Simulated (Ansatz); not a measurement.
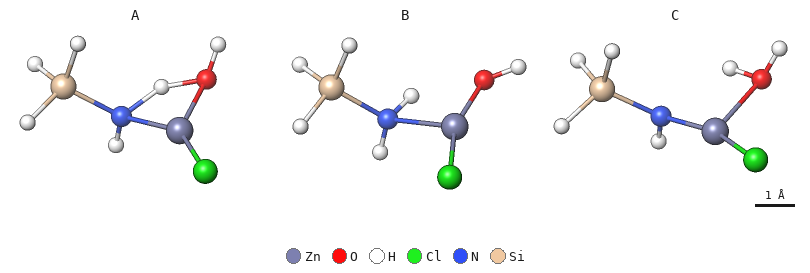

3 geometries from a converged minimum-energy path of ZnSiNH₆OCl, shuffled. Style: ball-and-stick. Shown from a free direction.

Computed with RKS B3LYP/def2-SVP (Ansatz 0.2.0). Set-up: 5 movable images; climbing image; force threshold 0.05 eV/Å; iteration limit 60; starting path through a guess of the saddle point.

One of them is the converged climbing image. Which?

A. In order along the path, whose images run from 0 to 6: B (image 2, +1.8 kJ/mol), A (image 4, +51.4 kJ/mol), C (image 6, +24.9 kJ/mol). A hydrogen atom shifts from one atom to another. Breaking: H–N (1.03 → 2.23 Å). Forming: H–O (2.48 → 0.98 Å).

The run took 8.2 min on 4 threads of Intel(R) Xeon(R) Platinum 8259CL CPU @ 2.50GHz (Skylake/Cascade Lake), on a shared host, peak memory 0.41 GiB.
